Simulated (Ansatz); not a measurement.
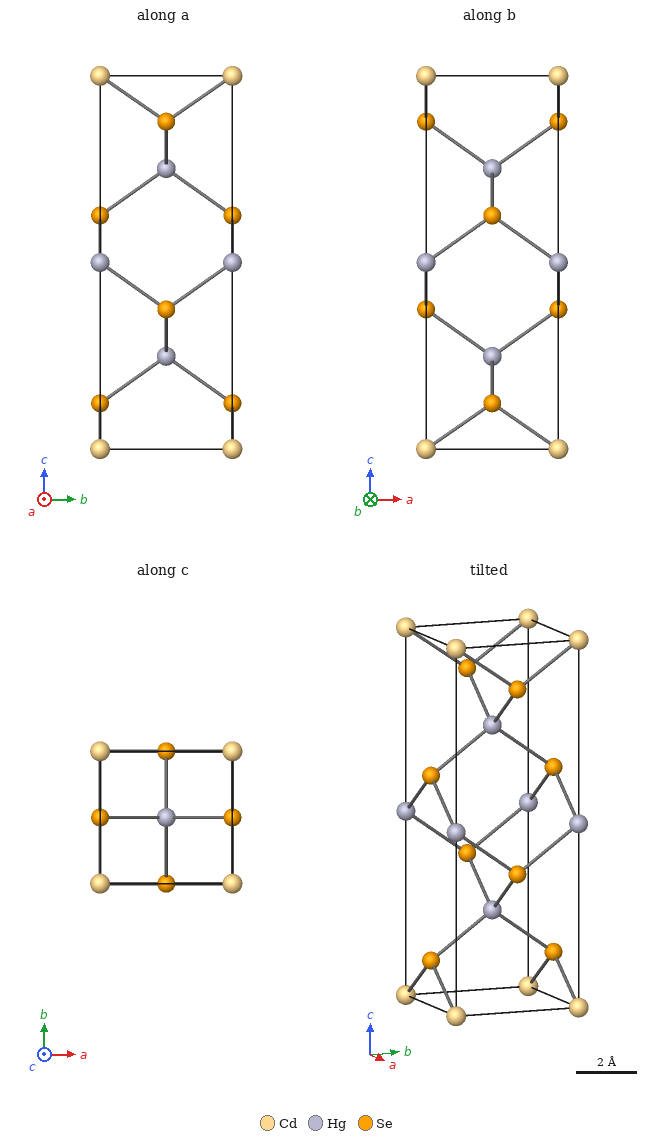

The image is a ball-and-stick drawing of a crystal, viewed along the a axis, along the b axis, along the c axis and slightly off an axis. The edges of the conventional unit cell are marked.

Lattice parameters: a = 4.4199 Å, b = 4.4199 Å, c = 12.4648 Å, α = 90.000°, β = 90.000°, γ = 90.000°.

Q: Turn the picture into a CIF in P1 with every atom of the cell, with free fractional coordinates to two decimals.

A:
```cif
data_structure
_symmetry_space_group_name_H-M 'P 1'
_symmetry_Int_Tables_number 1
_cell_length_a 4.4199
_cell_length_b 4.4199
_cell_length_c 12.4648
_cell_angle_alpha 90.000
_cell_angle_beta 90.000
_cell_angle_gamma 90.000
_cell_volume 243.50
loop_
_atom_site_label
_atom_site_type_symbol
_atom_site_fract_x
_atom_site_fract_y
_atom_site_fract_z
_atom_site_occupancy
Cd1 Cd 0.00 0.00 0.00 1
Hg1 Hg 0.50 0.50 0.25 1
Hg2 Hg 0.00 0.00 0.50 1
Hg3 Hg 0.50 0.50 0.75 1
Se1 Se 0.00 0.50 0.37 1
Se2 Se 0.50 0.00 0.63 1
Se3 Se 0.00 0.50 0.88 1
Se4 Se 0.50 0.00 0.12 1
```

The structure was taken from a structure type filled with these elements by a generator (whether the compound takes this form wasn't checked). Atoms and cell were optimised with DFT PBE, scalar-relativistic, plane waves, PAW in Ansatz 0.2.0.
